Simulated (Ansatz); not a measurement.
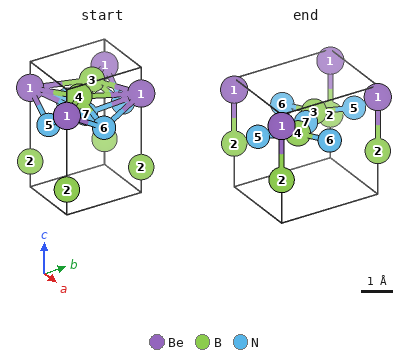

The structure of a crystal of BeB$_{3}$N$_{3}$ (a generated structure, set up in P6mm) (coarse preliminary run) before (left) and after (right) a relaxation, at one scale.

Style: ball-and-stick. Shown: the cell of the calculation, slightly off an axis.

Level of theory: Ansatz, DFT PBE, scalar-relativistic, plane waves, PAW. Settings: plane-wave cutoff 420 eV; k-point mesh 6 × 6 × 4; occupations gaussian; smearing width 0.1 eV; no spin polarisation; cell and atoms relaxed; force threshold 0.04 eV/Å; at most 70 steps.

Question: Describe what moved and what it gained.

Answer: Over 14 accepted moves (16 points after the start) the energy falls by 2011 meV per atom. The largest force component goes from 4 to 0.0085 eV/Å. Pressure: 75.27 GPa at the start and 0.01 GPa at the end. At 2 points the geometry stayed and the basis and grid were re-selected for the new cell (energy shift of 145 meV per atom at most each time). The largest move relative to the cell is that of B2, 0.73 Å along +c. By element the largest moves are B 0.73 Å, Be 0.39 Å, N 0.08 Å. The volume changes by +44.9 %, with a = b 3.764 → 4.868 Å (+29.3 %), c 4.316 → 3.739 Å (−13.4 %). Some distances before and after: Be1–B3 2.175 → 2.984 Å, Be1–B2 2.538 → 1.859 Å, B3–B4 2.173 → 2.811 Å, Be1–N5 2.042 → 2.630 Å. New bonds form: Be1–B2 (2.54 → 1.86 Å). Bonds break: Be1–B3 (2.17 → 2.98 Å), Be1–B4 (2.17 → 2.98 Å). Among the angles between lasting bonds that change: B3–N6–B4 101.8° → 179.6°, N5–B3–N6 84.5° → 120.0°. The space group stays P6mm (No. 183).
